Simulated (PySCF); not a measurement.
Water, SMILES O (H₂O), singlet, CAM-B3LYP/def2-SVP optimised geometry. Atoms within 1.6 Å of the plane z = 0.0 Å (x, y, z in Å): O1 (-0.37, -0.47, 0.00), H2 (-0.60, 0.47, 0.00), H3 (0.60, -0.47, 0.00).

Method: CAM-B3LYP/def2-TZVP run with PySCF. Cells within 0.4 Å of a nucleus heavier than hydrogen are left out (blank, or x).

Map of the deformation density (molecule minus spherical neutral atoms) (e/bohr³) on the plane z = 0.0 Å:

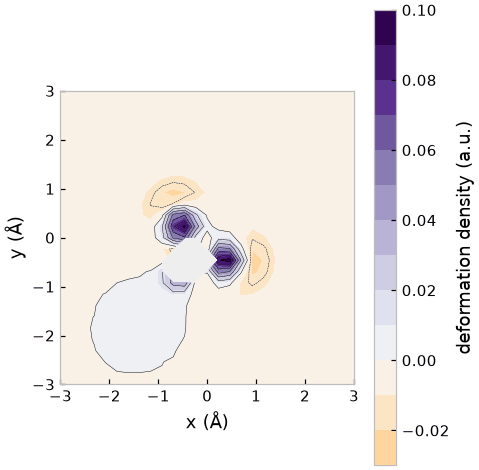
Deformation density (molecule minus spherical neutral atoms) (e/bohr³) on the plane z = 0.0 Å.
